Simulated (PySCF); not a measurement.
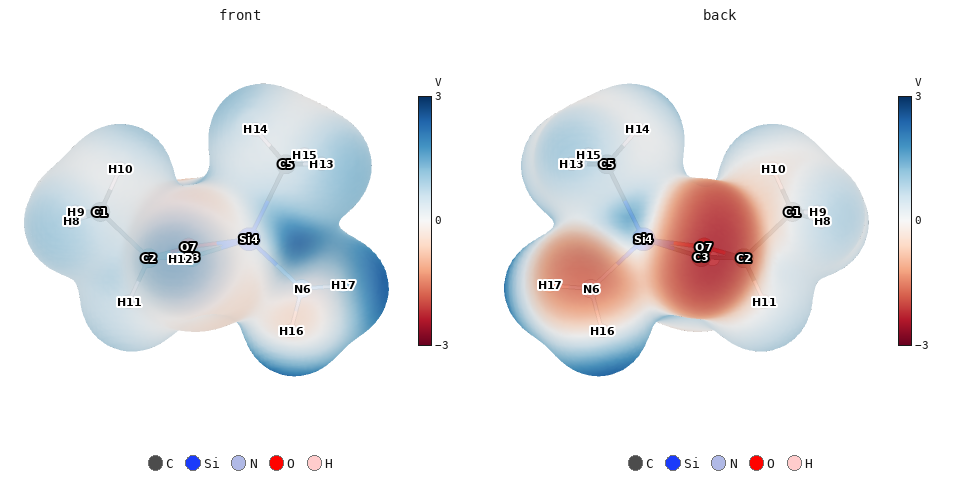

C4H10NOSi (doublet). The electrostatic potential painted on the density surface at 0.004 e/bohr³, seen from the front and from behind; red is negative and blue positive.

Geometry: GFN2-xTB.

All numbers below come from UKS B3LYP, pcH-1 on C H N O Si, non-relativistic, mean-field spin-orbit, GIAO in PySCF 2.14.0, density-fitted response routines.

```xyz
17

C     2.4292   -0.1681    0.8549
C     1.3133    0.7599    0.3847
C     0.1529    0.8674    1.3022
Si   -0.8735    0.1297   -0.0691
C    -1.6210   -1.5979    0.1489
N    -2.0002    1.0366   -1.0005
O     0.6434    0.2358   -0.7666
H     2.9151    0.2524    1.7316
H     3.1598   -0.2936    0.0605
H     2.0088   -1.1392    1.1030
H     1.7482    1.7334    0.1140
H     0.2084    1.1190    2.3446
H    -2.5477   -1.5396    0.7079
H    -0.9543   -2.2723    0.6739
H    -1.8434   -2.0296   -0.8200
H    -1.7625    1.9615   -1.3185
H    -2.9835    0.9566   -0.8120
```

Question: Which sites attract a positive test charge, and which a negative one?

Answer: A positive charge is drawn to the negative regions and a negative charge to the positive ones. The most negative region (about −2.2 V) lies over O7, the most positive (about +2.3 V) over H16 and H17. O7 is the likeliest acceptor of a hydrogen bond.
